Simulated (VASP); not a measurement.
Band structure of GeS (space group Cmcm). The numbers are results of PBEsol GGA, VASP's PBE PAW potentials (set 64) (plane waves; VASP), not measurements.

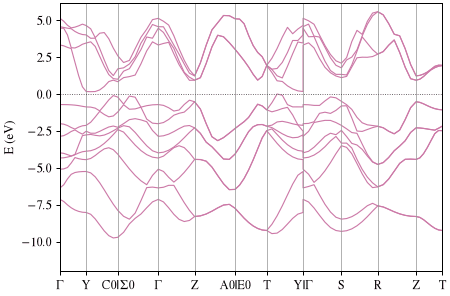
Figure: Bands along high-symmetry lines, zero at the valence-band maximum or, without a gap, the Fermi level

Q: Read the plot: is there a gap, and where are the band edges?

A: The gap is indirect, 0.16 eV, from the valence maximum at T-Y at 0.29 to the conduction minimum at Y-C0 at 0.14. (Edges off the drawn lines would not show.)

The structure comes from a computed database's GeS entry (Cmcm); how it stands against other phases isn't given here. It was relaxed first, which changed the volume by -8 %.
